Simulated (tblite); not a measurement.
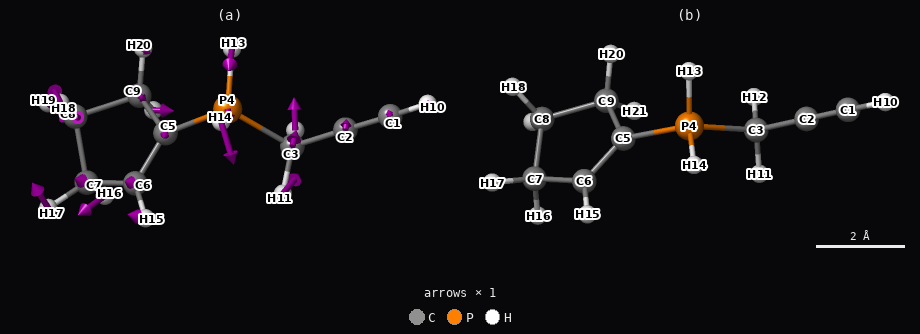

The structure of C8H12P (charge +1) before (left) and after (right) a relaxation, at one scale. The purple arrows give the displacements, at their true length.

Style: ball-and-stick. Shown at a tilt.

These are results of GFN2-xTB geometry optimisation, gas phase in tblite 0.8.0, not measurements. 

Question: What changed between the two?

Answer: H14 moves most after the best rigid fit: 1.06 Å. Largest moves by element: H 1.06 Å, C 0.46 Å, P 0.39 Å. Some distances before and after: C1–C2 1.222 → 1.197 Å, P4–C5 1.797 → 1.775 Å, P4–H14 1.397 → 1.375 Å, C9–H21 1.112 → 1.093 Å. Bond angles that change, for instance: H18–C8–H19 116.3° → 108.0°, C3–P4–C5 106.7° → 114.7°, H16–C7–H17 114.7° → 106.9°. Groups turn about P4–C5 by about 40°. The energy falls by 52.4 kJ/mol in 151 geometry steps. The run took 1.2 s on 1 thread of Intel(R) Xeon(R) 6975P-C (shared host).
